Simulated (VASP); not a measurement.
Band structure of ZrO$_{2}$ (space group I4_1/amd). Level of theory: PBEsol GGA, VASP's PBE PAW potentials (set 64) (plane waves; VASP 6.6.1).

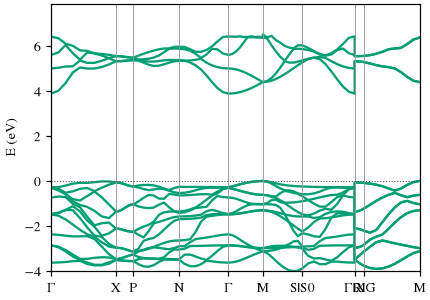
Figure. Bands along high-symmetry lines, zero at the valence-band maximum or, without a gap, the Fermi level

Q: Read the plot: is there a gap, and where are the band edges?

A: The gap is indirect, 3.88 eV, from the valence maximum at M to the conduction minimum at Γ. (Edges off the drawn lines would not show.)

The structure comes from a computed database's ZrO2 entry (I4_1/amd); how it stands against other phases isn't given here. It was relaxed first.
